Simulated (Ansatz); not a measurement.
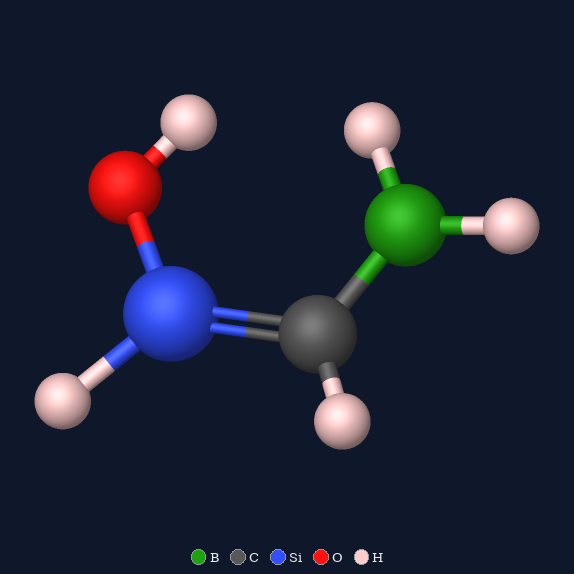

Ball-and-stick drawing of a structure. Double and triple bonds are drawn as two and three sticks.

Which formula does it have?

Answer. CH₅BOSi, 9 atoms: 1 carbon, 5 hydrogen, 1 boron, 1 oxygen and 1 silicon.

Name functional groups in it.

Answer. Among them: Si–H bond, Si–O bond, B–H bond.

How many atoms are distinct by symmetry?

Answer. 9: 1 B, 1 C, 1 Si, 1 O, 1 H, 1 H, 1 H, 1 H, 1 H.

What is its SMILES?

Answer. B/C=[SiH]\O

More results for the same structure follow; atom numbers are the same in all pictures, views and colours differ. The computed structure is the end point of a PBE0-D4/def2-TZVP optimisation. No frequency run is at hand to confirm it as a minimum.

### Geometry

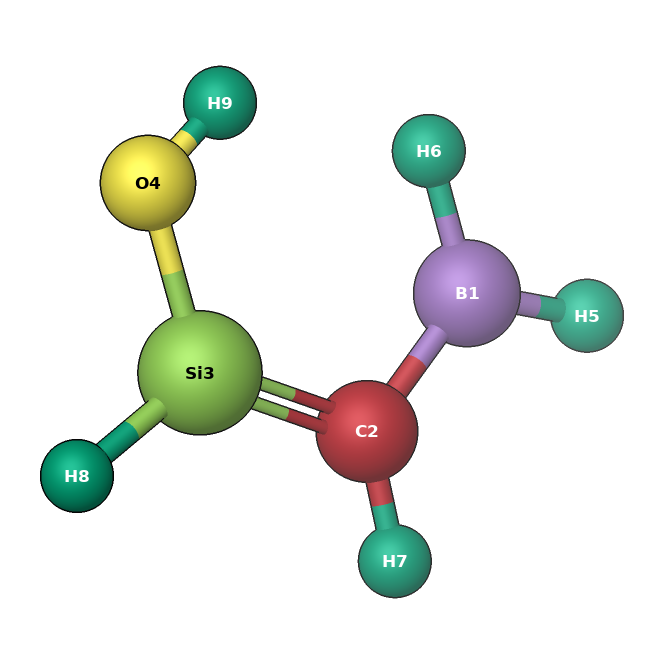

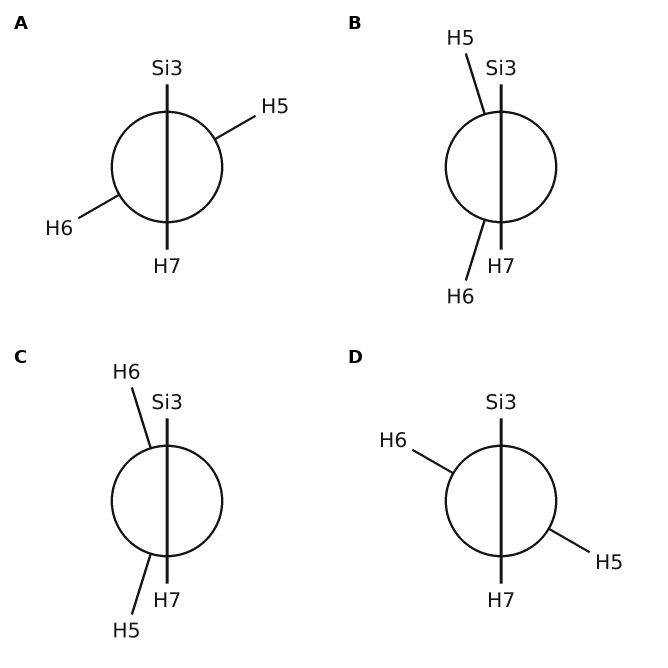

Atoms fade into the background with distance from the viewer. Bonds that would overlap in a projection are set slightly apart. No frequency run is at hand to confirm it as a minimum.

Which Newman projection shows the view along C2–B1, with C2 in front?

Answer. C. The torsion angle Si3–C2–B1–H5 is 180°, antiperiplanar (anti).

### Dipole moment

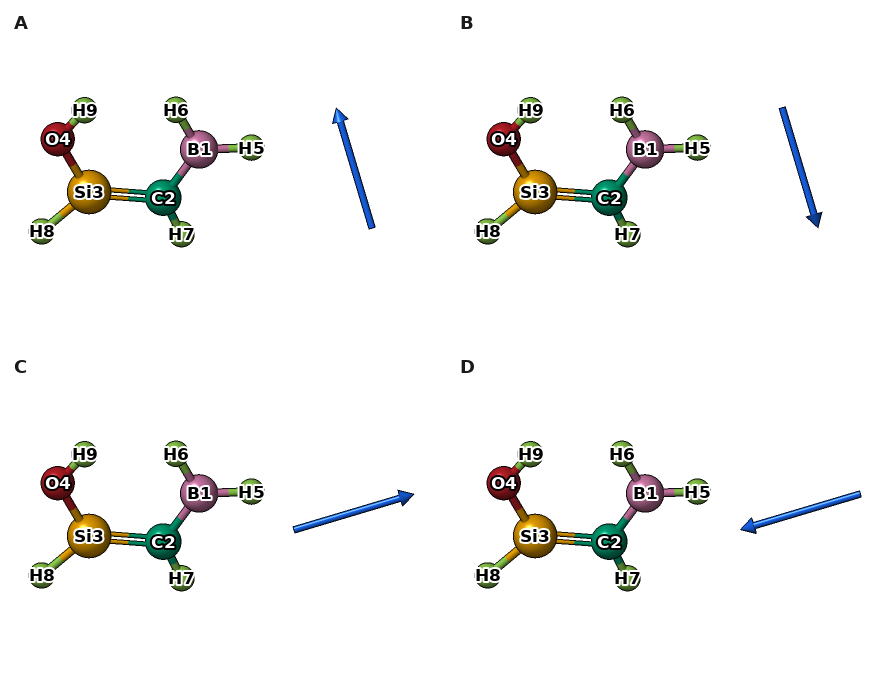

The same molecule four times, each with an arrow. No frequency run is at hand to confirm it as a minimum. Method: RKS PBE0-D4/def2-TZVP (Ansatz 0.2.0).

Which arrow points along the dipole moment, from the negative to the positive end?

Answer. D. The dipole moment is 2.07 D; it points from the side of H5 to the side of H8 (the outermost atoms at the two ends).

### Electronic properties

No frequency run is at hand to confirm it as a minimum. Properties computed with RKS PBE0-D4/def2-TZVPP (Ansatz 0.2.0).

Computed properties:

- HOMO energy (Kohn–Sham orbital): −7.18 eV
- LUMO energy (Kohn–Sham orbital): −1.70 eV
- HOMO–LUMO gap: 5.48 eV
- dispersion correction: −14.4 kJ/mol

### Charges

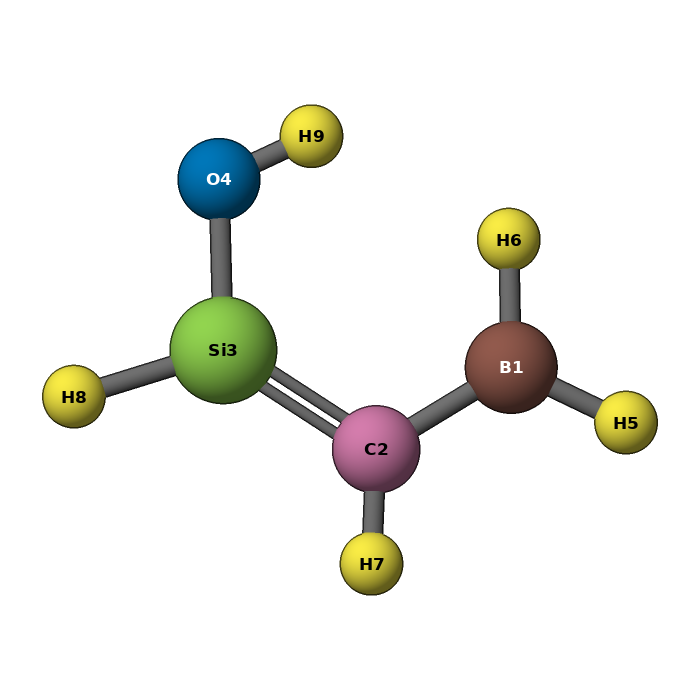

The questions are on Mulliken charges. No frequency run is at hand to confirm it as a minimum. Level of theory: RKS PBE0-D4/def2-TZVP (Ansatz 0.2.0).

Give the Mulliken charges atom by atom.

| atom | value (e) |
| --- | --- |
| B1 | −0.06 |
| C2 | −0.36 |
| Si3 | 0.49 |
| O4 | −0.47 |
| H5 | 0.00 |
| H6 | −0.08 |
| H7 | 0.14 |
| H8 | 0.01 |
| H9 | 0.34 |

Mulliken values depend strongly on the basis set and can even reverse the polarity of a bond.
